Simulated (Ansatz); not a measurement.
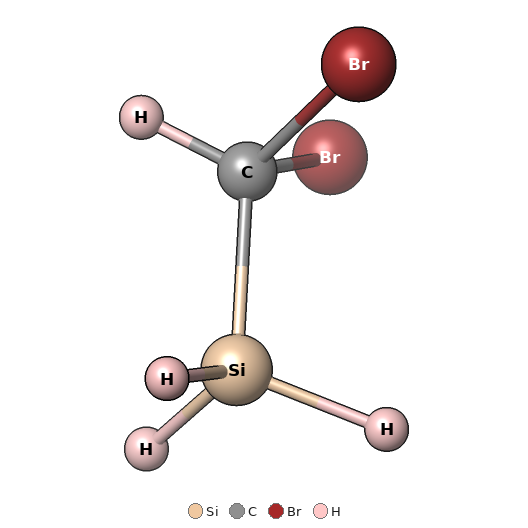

Distant atoms are faded towards the background colour. The geometry was computed by an optimisation with PBE-D4/def2-SVP. No frequency run is at hand to confirm it as a minimum.

**Which symmetry elements does this geometry have?**

It has 1 mirror plane, so the point group is Cs. The group has 2 operations. The geometry is achiral, and symmetry allows a dipole moment.
